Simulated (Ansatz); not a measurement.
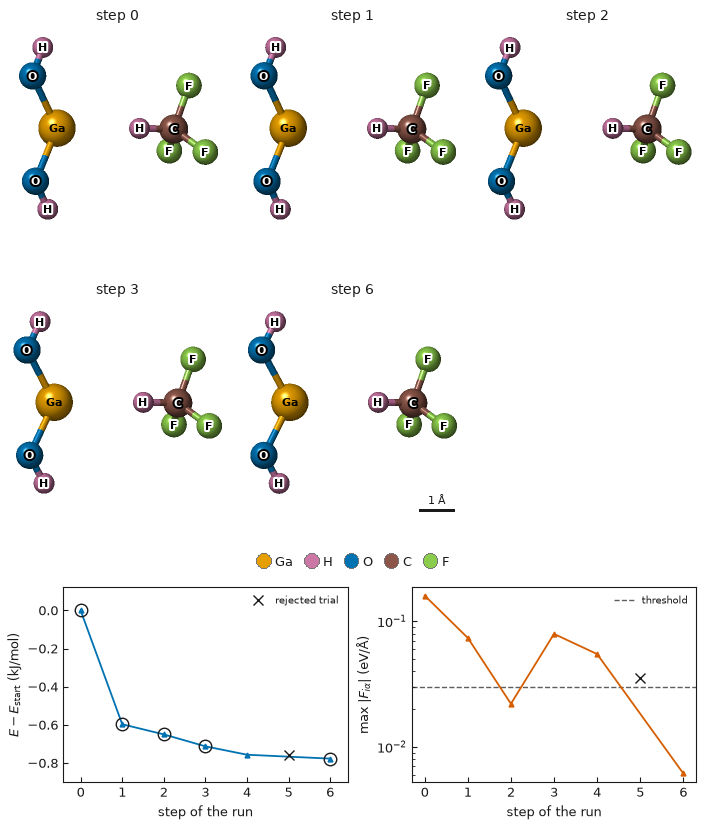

Frames of a relaxation of CH$_{3}$F$_{3}$GaO$_{2}$ (multiplicity 2), marked on the history of the run. A ball-and-stick model, seen at a tilt.

The run prepares an end point of a later path (reaction) calculation, from a guessed geometry.

All numbers below come from UKS PBE/def2-SVP (Ansatz).

The input:
```yaml
crystal:
  periodic: [false, false, false]
  atoms:
    - { symbol: Ga, position_ang: [-0.041733, -0.45467, -0.41301] }
    - { symbol: H, position_ang: [0.013101, -0.190713, 2.344238] }
    - { symbol: O, position_ang: [1.43981, -0.283018, -1.457538] }
    - { symbol: H, position_ang: [2.265568, -0.482741, -0.973011] }
    - { symbol: O, position_ang: [-1.585082, -0.176323, -1.339825] }
    - { symbol: H, position_ang: [-2.379208, -0.299335, -0.784815] }
    - { symbol: C, position_ang: [0.017801, -0.028199, 3.448128] }
    - { symbol: F, position_ang: [-0.603624, -1.046804, 4.068636] }
    - { symbol: F, position_ang: [1.282248, 0.046594, 3.900226] }
    - { symbol: F, position_ang: [-0.618681, 1.116509, 3.752569] }
magnetization:
  spin_polarized: true
  initial_magnetization: 1
basis:
  gaussian: { orbitals: def2-SVP }
hamiltonian:
  xc: pbe
relax:
  f_tol: 0.03
  max_steps: 50
```

Launched with:
```bash
ansatz run input.yaml --threads 4 --pin off --max-ram 5120MiB --backend cpu --events-out ev --progress --plain --runs-dir out
```

> What happens along the run?

Over 5 accepted moves (6 points after the start) the energy falls by 0.78 kJ/mol. The largest force component goes from 0.16 to 0.0061 eV/Å. The line search rejected the trial step at point 5 of the run. The forces were under the threshold at step 2, but the run went on from there. O5 moves most after the best rigid fit: 0.19 Å. Largest moves by element: O 0.19 Å, Ga 0.17 Å, F 0.16 Å, H 0.16 Å, C 0.15 Å. From step 0 to 1: Ga1 moves most (0.12 Å), energy −0.60 kJ/mol. From step 1 to 2: H6 moves most (0.02 Å), energy −0.05 kJ/mol. From step 2 to 3: Ga1 moves most (0.06 Å), energy −0.06 kJ/mol. From step 3 to 6: Ga1 moves most (0.04 Å), energy −0.06 kJ/mol.

```tsv
step	E − E(0), kJ/mol	largest force component, eV/Å	note
0	0.00	0.1604	
1	-0.60	0.0739	
2	-0.65	0.0221	
3	-0.71	0.0795	
4	-0.76	0.0549	
5	-0.76	0.0351	rejected
6	-0.78	0.0061
```

Limits of the set-up: the start holds two separate molecules, 2.8 Å apart at their closest, whose relative position is a soft coordinate and is computed without a dispersion correction.
